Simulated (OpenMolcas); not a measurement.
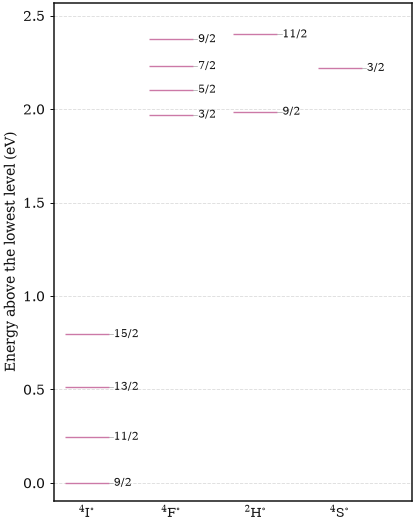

Level diagram of Nd³⁺. The lowest level is 4f³ ⁴I°₉/₂. The first excited level, 4f³ ⁴I°₁₁/₂, lies at 0.247 eV. The ground term spreads over 0.796 eV in the order J = 9/2, 11/2, 13/2, 15/2, a normal multiplet. All levels drawn have odd parity, so no electric dipole line joins them. The leading LS term holds 94 % of a level on average, 98 % of the ground level. The ground level has g = 0.731. Spin-orbit coupling puts the ground level 0.462 eV below the lowest spin-free term.

| Configuration | Level | E (eV) |
| --- | --- | --- |
| 4f³ | ⁴I°₉/₂ | 0 |
| 4f³ | ⁴I°₁₁/₂ | 0.2465 |
| 4f³ | ⁴I°₁₃/₂ | 0.5138 |
| 4f³ | ⁴I°₁₅/₂ | 0.7959 |
| 4f³ | ⁴F°₃/₂ | 1.970 |
| 4f³ | ²H°₉/₂ | 1.986 |
| 4f³ | ⁴F°₅/₂ | 2.104 |
| 4f³ | ⁴S°₃/₂ | 2.220 |
| 4f³ | ⁴F°₇/₂ | 2.230 |
| 4f³ | ⁴F°₉/₂ | 2.374 |
| 4f³ | ²H°₁₁/₂ | 2.400 |

## Run report: Nd³⁺, multiconfigurational calculation (part 1 of 2)

System: Nd³⁺.
Method: state-averaged RASSCF, active space 3 electrons in the shells 4f 5d; RAS3 5d with at most 1 electron, basis ANO-RCC-VDZP, DKH2 scalar Hamiltonian, spin-orbit coupling by RASSI with atomic mean-field integrals (OpenMolcas).

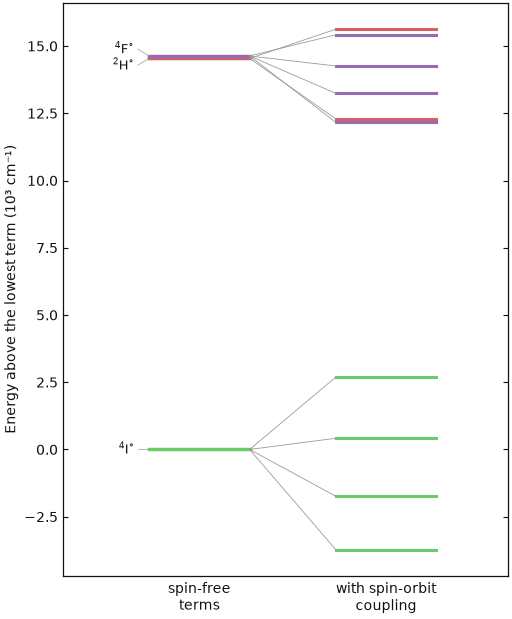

Terms of Nd³⁺ without and with spin-orbit coupling; the J values are left off. ⁴I° (at 0) splits over 6,420 cm⁻¹ into J = 9/2, 11/2, 13/2, 15/2 from the bottom up (normal); ²H° (at 14,500 cm⁻¹) splits over 3,340 cm⁻¹ into J = 9/2, 11/2 from the bottom up (normal); ⁴F° (at 14,600 cm⁻¹) splits over 3,260 cm⁻¹ into J = 3/2, 5/2, 7/2, 9/2 from the bottom up (normal). The ground level lies 3,730 cm⁻¹ below the lowest term.

These pictures come from the run below.

## Input
```
&GATEWAY
Coord
1

Nd 0.0 0.0 0.0
Basis=ANO-RCC-VDZP
Group=XYZ
NoMove
AngMom=0.0 0.0 0.0
AMFI
&SEWARD
&RASSCF
FileOrb=start.orb
Symmetry=2
Spin=4
nActEl=3 0 1
Inactive=15 12
Ras2=0 7
Ras3=5 0
CIRoot=35 35 1
SDav=35
CIMx=300
Iter=120 100
PrWF=0.3
OrbListing=Nothing
MaxOrb=0
Thrs=2.0e-7 1.0e-1 5.0e-4
Atom
>>> COPY $Project.JobIph JOB001
&RASSCF
FileOrb=start.orb
Symmetry=2
Spin=2
nActEl=3 0 1
Inactive=15 12
Ras2=0 7
Ras3=5 0
CIRoot=112 112 1
SDav=112
CIMx=300
Iter=120 100
PrWF=0.3
OrbListing=Nothing
MaxOrb=0
Thrs=2.0e-7 1.0e-1 5.0e-4
Atom
>>> COPY $Project.JobIph JOB002
&RASSCF
FileOrb=start.orb
Symmetry=1
Spin=4
nActEl=3 0 1
Inactive=15 12
Ras2=0 7
Ras3=5 0
CIRoot=105 105 1
SDav=105
CIMx=300
Iter=120 100
PrWF=0.3
OrbListing=Nothing
MaxOrb=0
Thrs=2.0e-7 1.0e-1 5.0e-4
Atom
>>> COPY $Project.JobIph JOB003
&RASSCF
FileOrb=start.orb
Symmetry=1
Spin=2
nActEl=3 0 1
Inactive=15 12
Ras2=0 7
Ras3=5 0
CIRoot=142 142 1
SDav=245
CIMx=300
Iter=120 100
PrWF=0.3
OrbListing=Nothing
MaxOrb=0
Thrs=2.0e-7 1.0e-1 5.0e-4
Atom
CIOnly
>>> COPY $Project.JobIph JOB004
&RASSI
NrOfJobIphs=4 35 105 83 75
1 2 3 4 5 6 7 8 9 10 11 12 13 14 15 16 17 18 19 20 21 22 23 24 25 26 27
28 29 30 31 32 33 34 35
1 2 3 4 5 6 7 8 9 10 11 12 13 14 15 16 17 18 19 20 21 22 23 24 25 26 27
28 29 30 31 32 33 34 35 36 37 38 39 40 41 42 43 44 45 46 47 48 49 50 51
52 53 54 55 56 57 58 59 60 61 62 63 64 65 66 67 68 69 70 71 72 73 74 75
76 77 78 79 80 81 82 83 84 85 86 87 88 89 90 91 92 93 94 95 96 97 98 99
100 101 102 103 104 105
1 2 3 4 5 6 7 8 9 10 11 12 13 14 15 16 17 18 19 20 21 22 23 24 25 26 27
28 29 30 31 32 33 34 35 36 37 38 39 40 41 42 43 44 45 46 47 48 49 50 51
52 53 54 55 56 57 58 59 60 61 62 63 64 65 66 67 68 69 70 71 72 73 74 75
76 77 78 79 80 81 82 83
1 2 3 4 5 6 7 8 9 10 11 12 13 14 15 16 17 18 19 20 21 22 23 24 25 26 27
28 29 30 31 32 33 34 35 36 37 38 39 40 41 42 43 44 45 46 47 48 49 50 51
52 53 54 55 56 57 58 59 60 61 62 63 64 65 66 67 68 69 70 71 72 73 74 75
IphNames
JOB001
JOB002
JOB003
JOB004
EJob
SpinOrbit
DIPRint=1.0
SOCoupling=1000.0
Subsets=2
Property=9
'ANGMOM' 1 'ANGMOM' 2 'ANGMOM' 3 'MLTPL  1' 1 'MLTPL  1' 2 'MLTPL  1' 3
'AMFI' 1 'AMFI' 2 'AMFI' 3
SOProperty=3
'ANGMOM' 1 'ANGMOM' 2 'ANGMOM' 3
```

The file start.orb holds starting orbitals from an earlier step. A driver script formed the levels outside the program, from RASSI's spin-orbit matrix and the active-space energies, averaged over the components of each term or state.

## Log (extracts)
```
--- SEWARD ---
Basis set label: ND.ANO-RCC...7S6P4D2F1G.

      Electronic valence basis set:
      ------------------
      Associated Effective Charge  60.000000 au
      Associated Actual Charge     60.000000 au
      Nuclear Model: Point charge

      Shell  nPrim  nBasis  Cartesian Spherical Contaminant
         s      25       7        X
         p      22       6        X
         d      15       4                 X
         f      11       2                 X
         g       4       1                 X
                  Relativistic Douglas-Kroll-Hess integrals:
                    - DKH order of Hamiltonian: 2
                    - DKH order of Properties : 0
                  Atomic mean-field integrals
--- RASSCF ---
Wave function specifications:
      -----------------------------

      Number of closed shell electrons          54
      Number of electrons in active shells       3
      Max number of holes in RAS1 space          0
      Max nr of electrons in RAS3 space          1
      Number of inactive orbitals               27
      Number of active orbitals                 12
      Number of secondary orbitals              29
      Spin quantum number                      1.5
      State symmetry                             2
Orbital specifications:
      -----------------------

      Symmetry species                           1   2
                                                ag  au
      Frozen orbitals                            0   0
      Inactive orbitals                         15  12
      Active orbitals                            5   7
      RAS1 orbitals                              0   0
      RAS2 orbitals                              0   7
      RAS3 orbitals                              5   0
      Secondary orbitals                        16  13
      Deleted orbitals                           0   0
      Number of basis functions                 36  32
      Number of CSFs                            35
      Number of root(s) required                35
      Iter CI   SX   CI       RASSCF       Energy    max ROT     max BLB   max BLB  Level Ln srch  Step   QN
          iter iter root      energy       change     param      element    value   shift minimum  type update
 Nr of preliminary CI iterations:   1
 ###############################################################################
 ###############################################################################
 ###                                                                         ###
 ###                                                                         ###
 ###    WARNING: Problems in orbital optimization.                           ###
 ###                                                                         ###
 ###                                                                         ###
 ###############################################################################
 ###############################################################################
  Warning: In symmetry  1, orbital p=  16 has diagonal density matrix element D(p,p) close to zero. D(p,p)=  0.000000E+00
  Warning: In symmetry  1, orbital p=  17 has diagonal density matrix element D(p,p) close to zero. D(p,p)=  0.000000E+00
        ...
  Warning: In symmetry  1, orbital p=  18 has diagonal density matrix element D(p,p) close to zero. D(p,p)=  0.000000E+00
  Warning: In symmetry  1, orbital p=  19 has diagonal density matrix element D(p,p) close to zero. D(p,p)=  0.000000E+00
  Warning: In symmetry  1, orbital p=  20 has diagonal density matrix element D(p,p) close to zero. D(p,p)=  0.000000E+00
        7   1    3    0  -614.66788283   -1.33E-07  -3.32E-06   15  21 1 -1.85E-05   0.50   1.01    QN   YES
      Convergence after  7 iterations
        8   1    3    0  -614.66788283   -3.66E-10  -3.32E-06   15  21 1 -5.36E-06   0.50   1.01    QN   YES
      Natural orbitals and occupation numbers for root  1
      sym 1:   0.000000   0.000000   0.000000   0.000000   0.000000
      sym 2:   0.643793   0.021313   0.430928   0.564422   0.532233   0.348837   0.458474
      Natural orbitals and occupation numbers for root  2
      sym 1:   0.000000   0.000000   0.000000   0.000000   0.000000
      sym 2:   0.662868   0.326225   0.438069   0.555817   0.531983   0.467477   0.017560
      Natural orbitals and occupation numbers for root  3
      sym 1:   0.000000   0.000000   0.000000   0.000000   0.000000
      sym 2:   0.023866   0.957672   0.554118   0.038265   0.436169   0.537452   0.452459
::    RASSCF root number  1 Total energy:  -9614.73454515
::    RASSCF root number  2 Total energy:  -9614.73454515
::    RASSCF root number  3 Total energy:  -9614.73454515
::    RASSCF root number  4 Total energy:  -9614.73454515
::    RASSCF root number  5 Total energy:  -9614.73454515
::    RASSCF root number  6 Total energy:  -9614.73454515
::    RASSCF root number  7 Total energy:  -9614.73454515
::    RASSCF root number  8 Total energy:  -9614.73454515
::    RASSCF root number  9 Total energy:  -9614.73454515
::    RASSCF root number 10 Total energy:  -9614.73454515
::    RASSCF root number 11 Total energy:  -9614.73454515
::    RASSCF root number 12 Total energy:  -9614.73454515
::    RASSCF root number 13 Total energy:  -9614.73454515
::    RASSCF root number 14 Total energy:  -9614.66788283
::    RASSCF root number 15 Total energy:  -9614.66788283
::    RASSCF root number 16 Total energy:  -9614.66788283
::    RASSCF root number 17 Total energy:  -9614.66788283
::    RASSCF root number 18 Total energy:  -9614.66788283
::    RASSCF root number 19 Total energy:  -9614.66788283
::    RASSCF root number 20 Total energy:  -9614.66788283
::    RASSCF root number 21 Total energy:  -9614.66788283
::    RASSCF root number 22 Total energy:  -9614.62979007
::    RASSCF root number 23 Total energy:  -9614.62979007
::    RASSCF root number 24 Total energy:  -9614.62979007
::    RASSCF root number 25 Total energy:  -9614.62979007
::    RASSCF root number 26 Total energy:  -9614.62979007
::    RASSCF root number 27 Total energy:  -9614.62979007
::    RASSCF root number 28 Total energy:  -9614.62979007
::    RASSCF root number 29 Total energy:  -9614.62979007
::    RASSCF root number 30 Total energy:  -9614.62979007
--- RASSCF ---
Wave function specifications:
      -----------------------------

      Number of closed shell electrons          54
      Number of electrons in active shells       3
      Max number of holes in RAS1 space          0
      Max nr of electrons in RAS3 space          1
      Number of inactive orbitals               27
      Number of active orbitals                 12
      Number of secondary orbitals              29
      Spin quantum number                      0.5
      State symmetry                             2
Orbital specifications:
      -----------------------

      Symmetry species                           1   2
                                                ag  au
      Frozen orbitals                            0   0
      Inactive orbitals                         15  12
      Active orbitals                            5   7
      RAS1 orbitals                              0   0
      RAS2 orbitals                              0   7
      RAS3 orbitals                              5   0
      Secondary orbitals                        16  13
      Deleted orbitals                           0   0
      Number of basis functions                 36  32
      Number of CSFs                           112
      Number of root(s) required               112
      Iter CI   SX   CI       RASSCF       Energy    max ROT     max BLB   max BLB  Level Ln srch  Step   QN
          iter iter root      energy       change     param      element    value   shift minimum  type update
 Nr of preliminary CI iterations:   1
 ###############################################################################
 ###############################################################################
 ###                                                                         ###
 ###                                                                         ###
 ###    WARNING: Problems in orbital optimization.                           ###
 ###                                                                         ###
 ###                                                                         ###
 ###############################################################################
 ###############################################################################
  Warning: In symmetry  1, orbital p=  16 has diagonal density matrix element D(p,p) close to zero. D(p,p)=  0.000000E+00
  Warning: In symmetry  1, orbital p=  17 has diagonal density matrix element D(p,p) close to zero. D(p,p)=  0.000000E+00
        ...
  Warning: In symmetry  1, orbital p=  18 has diagonal density matrix element D(p,p) close to zero. D(p,p)=  0.000000E+00
  Warning: In symmetry  1, orbital p=  19 has diagonal density matrix element D(p,p) close to zero. D(p,p)=  0.000000E+00
  Warning: In symmetry  1, orbital p=  20 has diagonal density matrix element D(p,p) close to zero. D(p,p)=  0.000000E+00
        6   1    3    0  -614.56769944   -3.23E-08   8.29E-06   10  20 2  1.68E-05   0.50   1.17    QN   YES
      Convergence after  6 iterations
        7   1    3    0  -614.56769944   -8.51E-10   8.29E-06   10  20 2  2.39E-06   0.50   1.17    QN   YES
      Natural orbitals and occupation numbers for root  1
      sym 1:   0.000000   0.000000   0.000000   0.000000   0.000000
      sym 2:   0.434097   0.443996   0.400483   0.401367   0.475044   0.423631   0.421381
      Natural orbitals and occupation numbers for root  2
      sym 1:   0.000000   0.000000   0.000000   0.000000   0.000000
      sym 2:   0.452996   0.398075   0.420167   0.424112   0.441125   0.465215   0.398310
      Natural orbitals and occupation numbers for root  3
      sym 1:   0.000000   0.000000   0.000000   0.000000   0.000000
      sym 2:   0.395852   0.413519   0.408345   0.470156   0.447948   0.442029   0.422149
::    RASSCF root number  1 Total energy:  -9614.66830274
::    RASSCF root number  2 Total energy:  -9614.66830274
::    RASSCF root number  3 Total energy:  -9614.66830274
::    RASSCF root number  4 Total energy:  -9614.66830274
::    RASSCF root number  5 Total energy:  -9614.66830274
::    RASSCF root number  6 Total energy:  -9614.66830274
::    RASSCF root number  7 Total energy:  -9614.66830274
::    RASSCF root number  8 Total energy:  -9614.66830274
::    RASSCF root number  9 Total energy:  -9614.66830274
::    RASSCF root number 10 Total energy:  -9614.66830274
::    RASSCF root number 11 Total energy:  -9614.66830274
::    RASSCF root number 12 Total energy:  -9614.64682599
::    RASSCF root number 13 Total energy:  -9614.64682599
::    RASSCF root number 14 Total energy:  -9614.64682599
::    RASSCF root number 15 Total energy:  -9614.64682599
::    RASSCF root number 16 Total energy:  -9614.64682599
::    RASSCF root number 17 Total energy:  -9614.64682599
::    RASSCF root number 18 Total energy:  -9614.64682599
::    RASSCF root number 19 Total energy:  -9614.64682599
::    RASSCF root number 20 Total energy:  -9614.64682599
::    RASSCF root number 21 Total energy:  -9614.63533641
::    RASSCF root number 22 Total energy:  -9614.63533641
::    RASSCF root number 23 Total energy:  -9614.63533641
::    RASSCF root number 24 Total energy:  -9614.63533641
::    RASSCF root number 25 Total energy:  -9614.63533641
::    RASSCF root number 26 Total energy:  -9614.63533641
::    RASSCF root number 27 Total energy:  -9614.63533641
::    RASSCF root number 28 Total energy:  -9614.63533641
::    RASSCF root number 29 Total energy:  -9614.63533641
::    RASSCF root number 30 Total energy:  -9614.63533641
```

(Continued in part 2.) Outcome of the run: converged.
